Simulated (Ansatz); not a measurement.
## Geometry relaxation, with input and output: Ga27P26S (charge +1) (part 4 of 4)

The same run, continued: Ga27P26S (defect cell, 54 atoms in the cell, total charge +1); DFT, PBE, plane-wave PAW, default files, scalar-relativistic, no spin polarisation (Ansatz 0.2.0); cutoff 420 eV, 2×2×2 k-mesh, Fermi–Dirac smearing of 0.01 eV. The structure derives from an entry of the Crystallography Open Database. It belongs to a series of runs on one base structure; here: S on a P site, charge +1, ions relaxed.

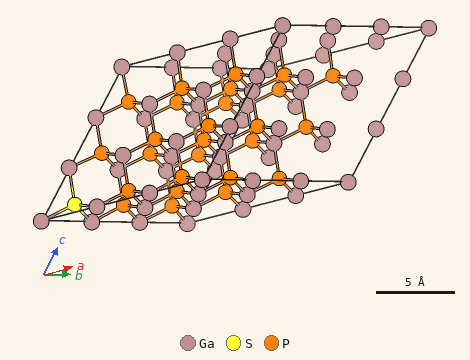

The geometry at step 4 of the log (ball-and-stick view of the cell of the calculation, seen at an oblique angle).

## Remarks

The program warns: the SCF threshold is looser than advised for the printed stress. The cell is charged and computed with a neutralising background, so its energy and pressure depend on the cell and aren't those of a real crystal.
